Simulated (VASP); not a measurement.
Band structure of Li2O (antifluorite). Calculation: MS2 meta-GGA, VASP's PBE PAW potentials (set 64) (plane waves; VASP).

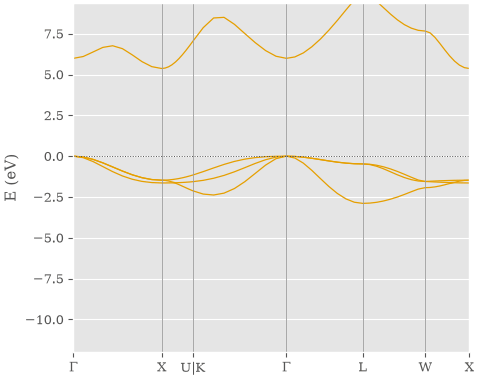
Fig. 1. Bands along high-symmetry lines, zero at the valence-band maximum or, without a gap, the Fermi level

Read the plot: is there a gap, and where are the band edges?

The gap is indirect, 5.37 eV, from the valence maximum at Γ to the conduction minimum at X.

Measured: gap 8.00 eV (computed value off by -2.63 eV), as given by Das et al., (2018), arXiv:1807.05623.

The compound is Li2O in the antifluorite structure. It was relaxed first, which changed the volume by -5 %.
